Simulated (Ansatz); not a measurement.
**How methods differ on PH3F+ (SMILES F[PH3+])**

PH3F+ has 5 atoms, charge +1, and is taken as a singlet. SMILES: `F[PH3+]`. The shape is that of a GFN2-xTB optimisation.

```xyz
5

F    -1.3655    0.2504    0.3411
P     0.1226   -0.0224   -0.0307
H     0.0382   -0.4286   -1.3494
H     0.4861   -1.0083    0.8681
H     0.7186    1.2089    0.1708
```

Quantity: the energy change with the P2–H5 bond stretched from 1.383 to 2.765 Å, in eV. The values are calculated.

```csv
level,kind,program,value (eV),less FCI/STO-3G
BLYP/STO-3G (restricted),GGA,Ansatz,4.09,+0.20
r2SCAN/STO-3G (restricted),meta-GGA,Ansatz,4.64,+0.75
BHLYP/STO-3G (restricted),global hybrid,Ansatz,5.65,+1.76
HSE06/STO-3G (restricted),range-separated hybrid,Ansatz,5.00,+1.11
B2PLYP/STO-3G (restricted),double hybrid,Ansatz,4.93,+1.04
MP2/STO-3G (restricted),perturbation theory,Ansatz,5.41,+1.52
CCSD/STO-3G (restricted),coupled cluster or CI,Ansatz,4.21,+0.32
CCSDTQ/STO-3G (restricted),coupled cluster or CI,Ansatz,3.89,0.00
FCI/STO-3G,exact in the basis,Ansatz,3.89,0.00
```

FCI/STO-3G is exact within its basis and frozen core, so for wave-function methods in that basis the difference is their error; functionals converge differently with the basis, so for them it is only a difference. The first shape isn't each level's own minimum. The values span 3.89 to 5.65 eV. All rows use very small basis sets, so none should be taken for the real molecule's value.

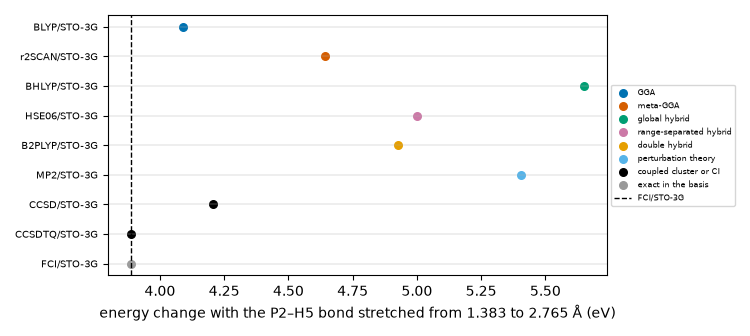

The values of the table, level by level.
